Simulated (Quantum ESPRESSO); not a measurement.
# HfO2 (Fm-3m): how pressure shifts the optical phonon

Wanted: a fit of frequency against volume for HfO2 (Fm-3m), tested on a run that is left out of it.

Method: DFT PBE, scalar-relativistic, plane waves, PseudoDojo norm-conserving pseudopotentials, in Quantum ESPRESSO 7.5.

### Step 1. The relaxed structure

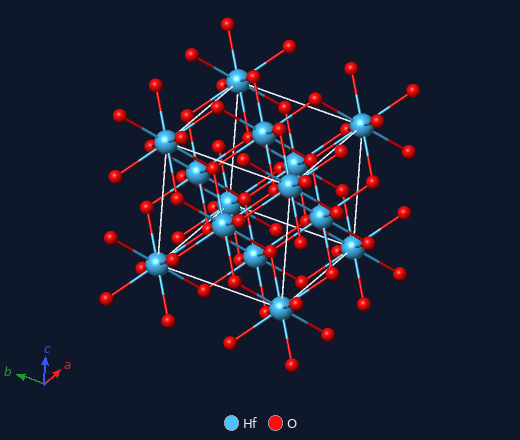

The cell as given, from a free direction (hafnium blue, oxygen red). This picture shows the conventional cell, with its axes. Some periodic images of atoms are drawn too.

This is the cell after its relaxation at this level of theory, not the database cell from which that began.

### Step 2. Runs at several volumes

The relaxed cell is scaled uniformly; in this structure symmetry fixes all atoms, so nothing has to be relaxed anew. Each volume gets a ground state and a response at Γ. The mode followed is the highest one without the macroscopic field, of symmetry T2g; longitudinal polar modes lie higher. Cutoff 92 Ry, k mesh 8×8×8.

From the response at V/V₀ = 0.94:

The program printed:

```text
[banners, grids, parts of the stress and lines that vanish by symmetry left out]
Program PHONON v.7.5
     Reading xml data from directory:

[...]
Exchange-correlation= PBE
                           (   1   4   3   4   0   0   0)
[...]
kinetic-energy cut-off    =      92.0000  Ry
     charge density cut-off    =     368.0000  Ry
     convergence threshold     =      1.0E-18
[...]
Exchange-correlation= PBE
                           (   1   4   3   4   0   0   0)
[...]
q = (   0.0000000   0.0000000   0.0000000 )
     49 Sym.Ops. (with q -> -q+G )
     G cutoff =  824.3737  (  24933 G-vectors)     FFT grid: ( 45, 45, 45)
     number of k points=    29
[...]
Mode symmetry, O_h (m-3m)  point group:
[...]
Dielectric constant
[...]
End of electric fields calculation
          Dielectric constant in cartesian axis
          (       5.123314605       0.000000000       0.000000000 )
          (       0.000000000       5.123314605      -0.000000000 )
          (       0.000000000      -0.000000000       5.123314605 )
          Effective charges (d Force / dE) in cartesian axis without acoustic sum rule applied (asr)
           atom    1  Hf    Mean Z*:        5.52216
      Ex  (        5.52216        0.00000        0.00000 )
      Ey  (        0.00000        5.52216        0.00000 )
      Ez  (        0.00000        0.00000        5.52216 )
           atom    2  O     Mean Z*:       -2.76084
      Ex  (       -2.76084       -0.00000       -0.00000 )
      Ey  (       -0.00000       -2.76084        0.00000 )
      Ez  (       -0.00000        0.00000       -2.76084 )
           atom    3  O     Mean Z*:       -2.76084
      Ex  (       -2.76084       -0.00000       -0.00000 )
      Ey  (       -0.00000       -2.76084        0.00000 )
      Ez  (        0.00000        0.00000       -2.76084 )
          Effective charges Sum: Mean:        0.00049
[...]
Effective charges (d Force / dE) in cartesian axis with asr applied:
           atom    1  Hf    Mean Z*:        5.52200
[...]
atom    2  O     Mean Z*:       -2.76100
[...]
atom    3  O     Mean Z*:       -2.76100
[...]
Representation #   1 modes #   1   2   3
[...]
End of self-consistent calculation
     Convergence has been achieved
     Representation #   2 modes #   4   5   6
[...]
End of self-consistent calculation
     Convergence has been achieved
     Representation #   3 modes #   7   8   9
[...]
End of self-consistent calculation
     Convergence has been achieved
[...]
Dielectric constant in cartesian axis
          (       5.123314605       0.000000000       0.000000000 )
          (       0.000000000       5.123314605      -0.000000000 )
          (       0.000000000      -0.000000000       5.123314605 )
          Effective charges (d Force / dE) in cartesian axis without acoustic sum rule applied (asr)
           atom    1  Hf    Mean Z*:        5.52216
      Ex  (        5.52216        0.00000        0.00000 )
      Ey  (        0.00000        5.52216        0.00000 )
      Ez  (        0.00000        0.00000        5.52216 )
           atom    2  O     Mean Z*:       -2.76084
      Ex  (       -2.76084       -0.00000       -0.00000 )
      Ey  (       -0.00000       -2.76084        0.00000 )
      Ez  (       -0.00000        0.00000       -2.76084 )
           atom    3  O     Mean Z*:       -2.76084
      Ex  (       -2.76084       -0.00000       -0.00000 )
      Ey  (       -0.00000       -2.76084        0.00000 )
      Ez  (        0.00000        0.00000       -2.76084 )
          Effective charges Sum: Mean:        0.00049
[...]
Effective charges (d Force / dE) in cartesian axis with asr applied:
           atom    1  Hf    Mean Z*:        5.52200
[...]
atom    2  O     Mean Z*:       -2.76100
[...]
atom    3  O     Mean Z*:       -2.76100
[...]
q = (    0.000000000   0.000000000   0.000000000 )
[...]
freq (    1) =      -0.025566 [THz] =      -0.852792 [cm-1]
     freq (    2) =      -0.025566 [THz] =      -0.852792 [cm-1]
     freq (    3) =      -0.025566 [THz] =      -0.852792 [cm-1]
     freq (    4) =       8.338484 [THz] =     278.141871 [cm-1]
     freq (    5) =       8.338484 [THz] =     278.141871 [cm-1]
     freq (    6) =       8.338484 [THz] =     278.141871 [cm-1]
     freq (    7) =      18.622903 [THz] =     621.193186 [cm-1]
     freq (    8) =      18.622903 [THz] =     621.193186 [cm-1]
     freq (    9) =      18.622903 [THz] =     621.193186 [cm-1]
[...]
Mode symmetry, O_h (m-3m)  point group:
     freq (   1-   3) =         -0.9  [cm-1]   --> T_1u G_15  G_4- I
     freq (   4-   6) =        278.1  [cm-1]   --> T_1u G_15  G_4- I
     freq (   7-   9) =        621.2  [cm-1]   --> T_2g G_25' G_5+ R

   JOB DONE.
```

One volume, V/V₀ = 1.03, is held back as a test.

```csv
V/V₀,volume (Å³/atom),pressure (GPa),ω (cm⁻¹)
0.94,10.270,17.47,621.19
0.97,10.598,8.05,593.25
1,10.926,0.00,567.01
1.03,11.253,-6.88,held back
1.06,11.581,-12.76,519.12
```

### Step 3. The fit

The mode Grüneisen parameter is γ = −d ln ω / d ln V.

```csv
ln(V/V₀),ln ω
-0.0619,6.4316
-0.0305,6.3856
0.0000,6.3404
0.0583,6.2521
```

A straight line through these points has the slope -1.495, so γ = 1.50; at V/V₀ = 1.03 it predicts ω = exp(6.3397 − 0.0442) = 542.13 cm⁻¹.

A parabola of pressure against ln V through V/V₀ = 0.97, 1 and 1.03 gives the bulk modulus B = −dP/d ln V = 248 GPa at V₀. With ω₀ from the fitted line the pressure coefficient follows as dω/dP = γ ω₀ / B = 1.50 × 566.6 / 248 = 3.41 cm⁻¹/GPa.

### Step 4. The run that was held back

The program printed:

```text
[banners, grids, parts of the stress and lines that vanish by symmetry left out]
[banner, memory and clock lines left out]
Program PHONON v.7.5

[...]
Exchange-correlation= PBE
                           (   1   4   3   4   0   0   0)
[...]
kinetic-energy cut-off    =      92.0000  Ry
     charge density cut-off    =     368.0000  Ry
     convergence threshold     =      1.0E-18
[...]
Exchange-correlation= PBE
                           (   1   4   3   4   0   0   0)
[...]
q = (   0.0000000   0.0000000   0.0000000 )
     49 Sym.Ops. (with q -> -q+G )
     G cutoff =  876.1875  (  27317 G-vectors)     FFT grid: ( 45, 45, 45)
     number of k points=    29
[...]
Mode symmetry, O_h (m-3m)  point group:
[...]
Dielectric constant
[...]
End of electric fields calculation
          Dielectric constant in cartesian axis
          (       5.193672449       0.000000000       0.000000000 )
          (       0.000000000       5.193672449       0.000000000 )
          (       0.000000000       0.000000000       5.193672449 )
          Effective charges (d Force / dE) in cartesian axis without acoustic sum rule applied (asr)
           atom    1  Hf    Mean Z*:        5.49199
      Ex  (        5.49199       -0.00000       -0.00000 )
      Ey  (       -0.00000        5.49199        0.00000 )
      Ez  (       -0.00000        0.00000        5.49199 )
           atom    2  O     Mean Z*:       -2.74574
      Ex  (       -2.74574       -0.00000       -0.00000 )
      Ey  (       -0.00000       -2.74574        0.00000 )
      Ez  (       -0.00000        0.00000       -2.74574 )
[...]
(       0.000000000       0.000000000       5.193672449 )
          Effective charges (d Force / dE) in cartesian axis without acoustic sum rule applied (asr)
           atom    1  Hf    Mean Z*:        5.49199
      Ex  (        5.49199       -0.00000       -0.00000 )
      Ey  (       -0.00000        5.49199        0.00000 )
      Ez  (       -0.00000        0.00000        5.49199 )
           atom    2  O     Mean Z*:       -2.74574
      Ex  (       -2.74574       -0.00000       -0.00000 )
      Ey  (       -0.00000       -2.74574        0.00000 )
      Ez  (       -0.00000        0.00000       -2.74574 )
           atom    3  O     Mean Z*:       -2.74574
      Ex  (       -2.74574        0.00000       -0.00000 )
      Ey  (       -0.00000       -2.74574        0.00000 )
      Ez  (       -0.00000        0.00000       -2.74574 )
          Effective charges Sum: Mean:        0.00052
[...]
Effective charges (d Force / dE) in cartesian axis with asr applied:
           atom    1  Hf    Mean Z*:        5.49182
[...]
atom    2  O     Mean Z*:       -2.74591
[...]
atom    3  O     Mean Z*:       -2.74591
[...]
q = (    0.000000000   0.000000000   0.000000000 )
[...]
freq (    1) =      -0.024262 [THz] =      -0.809307 [cm-1]
     freq (    2) =      -0.024262 [THz] =      -0.809307 [cm-1]
     freq (    3) =      -0.024262 [THz] =      -0.809307 [cm-1]
     freq (    4) =       5.516309 [THz] =     184.004264 [cm-1]
     freq (    5) =       5.516309 [THz] =     184.004264 [cm-1]
     freq (    6) =       5.516309 [THz] =     184.004264 [cm-1]
     freq (    7) =      16.259152 [THz] =     542.346924 [cm-1]
     freq (    8) =      16.259152 [THz] =     542.346924 [cm-1]
     freq (    9) =      16.259152 [THz] =     542.346924 [cm-1]
[...]
Mode symmetry, O_h (m-3m)  point group:
     freq (   1-   3) =         -0.8  [cm-1]   --> T_1u G_15  G_4- I
     freq (   4-   6) =        184.0  [cm-1]   --> T_1u G_15  G_4- I
     freq (   7-   9) =        542.3  [cm-1]   --> T_2g G_25' G_5+ R
```

It gives 542.35 cm⁻¹ against the predicted 542.13 cm⁻¹, a miss of 0.2 cm⁻¹.

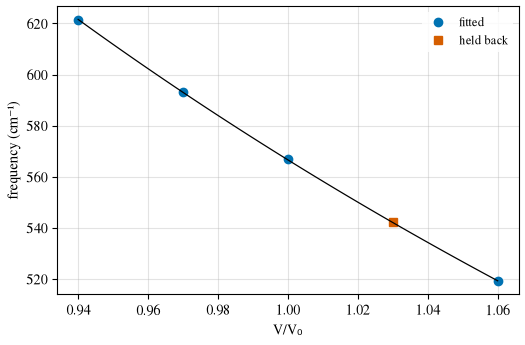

Frequency against volume, with the power-law fit.

### Step 5. Results

| Quantity | Value |
| --- | --- |
| mode Grüneisen parameter | 1.495 |
| bulk modulus | 248 GPa |
| pressure coefficient | 3.41 cm⁻¹/GPa |

**Reading.** The highest optical mode of HfO2 (Fm-3m) without the LO-TO term stiffens by 3.41 cm⁻¹ a GPa near the relaxed volume, with γ = 1.50. The power law meets all 5 runs within 0.07 %; between neighbouring volumes γ runs from 1.46 to 1.52. Such a coefficient turns a measured shift of this mode into a hydrostatic stress; uniaxial or biaxial stress splits the mode and needs deformation potentials. These are harmonic values at zero temperature for the structure held cubic, which a run at Γ can't show to be stable; the bulk modulus rests on three points.

[Host names and launcher messages were left out of these logs when they were recorded.]

[Logs are printed without paths, hosts, clocks, repeated set-up lines and the standing remarks that a program may print on its own settings, such as how far it seeks lower states.]

[Hosts, paths, dates, database ids (printed as entryN), source tags and the programs' standing remarks are cut or masked in the printed files.]
